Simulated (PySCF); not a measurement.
**Cl3Y (charge +1, doublet): density, localisation and related maps**

The calculation's input:

```
{"job": {"kind": "sp", "xc": "PBE0", "basis": "ma-def2-SVP", "d3": "d3bj", "grid": 2}, "charge": 1, "multiplicity": 2}
Y      0.011544     0.017557     0.797829
Cl     2.234538    -0.027103    -0.240853
Cl    -1.105925     1.878119    -0.326389
Cl    -1.099236    -1.849468    -0.321970
```

Run with:

```sh
OMP_NUM_THREADS=1 python redox_run.py task.json out
```

Geometry: PBE-D3(BJ)/def2-SVP; core potentials replace the inner electrons of Y.

The calculation used DFT single point, gas phase, functional PBE0 (PySCF 2.14.0, density-fitted response routines).

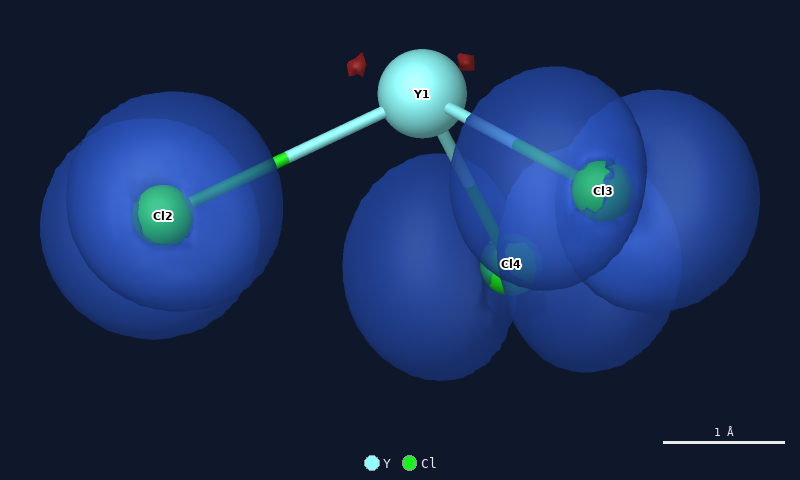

Figure 1. Isosurfaces of the spin density at +0.015 (blue) and −0.015 e/Å³ (red), seen from one side.

### Which atoms carry the spin?

The unpaired spin (1 electron) lies mostly on Cl4 (about 0.4), Cl3 (about 0.3) and Cl2 (about 0.3), in electrons by Hirshfeld's partition.

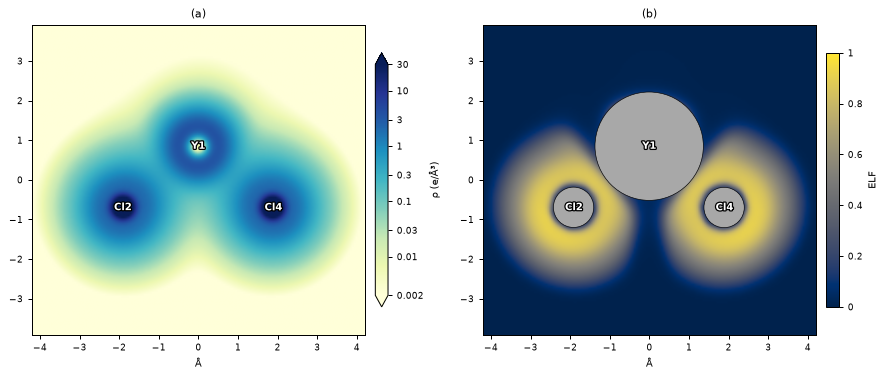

Figure 2. (a) electron density; (b) electron localisation function on the plane of atoms Cl2, Y1 and Cl4. Grey discs cover the atomic cores in the ELF map.

### Interpret the plot.

Atoms in the plane: Y and Cl.
Y–Cl (2.44 Å): ρ is about 0.47 e/Å³ halfway; the ELF peaks at about 0.85 in the valence shell of Cl, 0.8 Å from its nucleus, and is about 0.30 at the midpoint: an ionic contact with no shared pair.

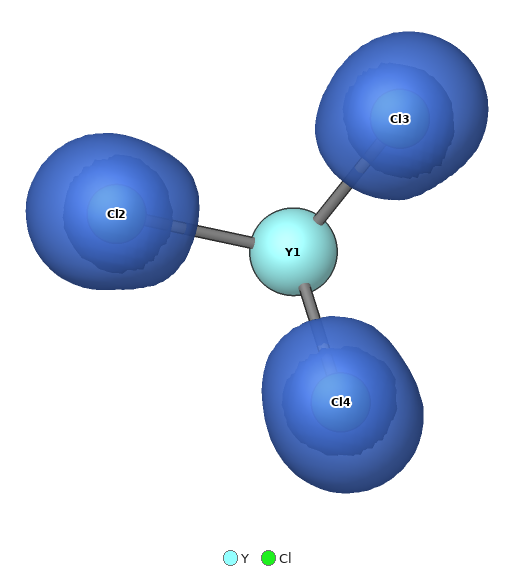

Figure 3. Isosurface of the ELF at 0.8 (blue), seen at a tilt. Core shells and regions of very low density are left out.

### Where are the electrons localised?

The surface consists of three regions wrapped around Cl (the valence shell of each).
